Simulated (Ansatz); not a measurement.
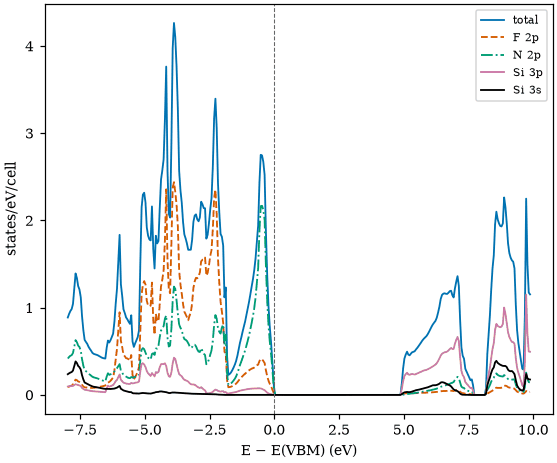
Figure. Total and projected density of states of SiNF in space group P3m1 (No. 156; Si on 1a, N on 1c, F on 1a), plane-wave PAW PBE+D3(BJ) (Ansatz code)

Which orbitals carry the states next to the gap?

Top 1 eV of the valence band: N 2p 75 %, F 2p 18 %. Bottom 1 eV of the conduction band: Si 3p 47 %, N 2s 18 %, Si 3s 10 %, outside the projected shells 17 %. Projections are on Löwdin-orthogonalised atomic valence shells; empty p or d shells of many metals are not among them.

Where is the tallest occupied peak in this window, and what makes it?

Near -3.9 eV, about 4.3 states/eV per cell; the largest projected share is F 2p.

The start of the workflow was typed in or built on a structure type; neither database checked (COD, Materials Project) lists it. Its standing as an ambient phase is unchecked. The PBE+D3(BJ) relaxation kept the symmetry of its start; whether a distortion lowers the energy is not shown. The volume moved by -24 % from the start of the relaxation.

Potentials: the earlier of the program's two PAW sets.
